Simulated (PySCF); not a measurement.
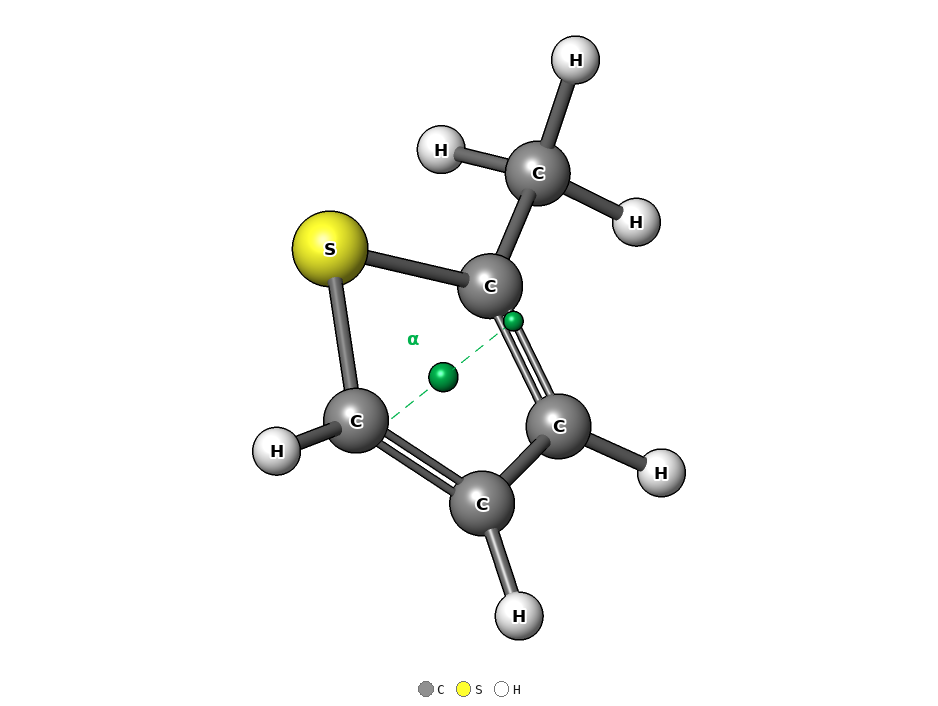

The small points mark where nucleus-independent chemical shifts (NICS) were computed: at the centre of each lettered ring and 1 Å above and below it. Computed geometry: PBE0-D3(BJ)/def2-SVP optimisation. No frequency run is at hand to confirm it as a minimum. Method: GIAO PBE0/6-311+G(2d,p) NMR shielding, non-relativistic, gas phase (PySCF 2.14.0).

Give NICS(0), NICS(1) and the out-of-plane component NICS(1)zz for each ring (means of the two sides).

```csv
ring,members,NICS(0),NICS(1),NICS(1)zz
α,C4S,−11.5,−9.1,−26.0
```

Values in ppm.

What do the values say about the ring currents?

Ring α: diatropic, as in an aromatic ring. NICS is one index among several.
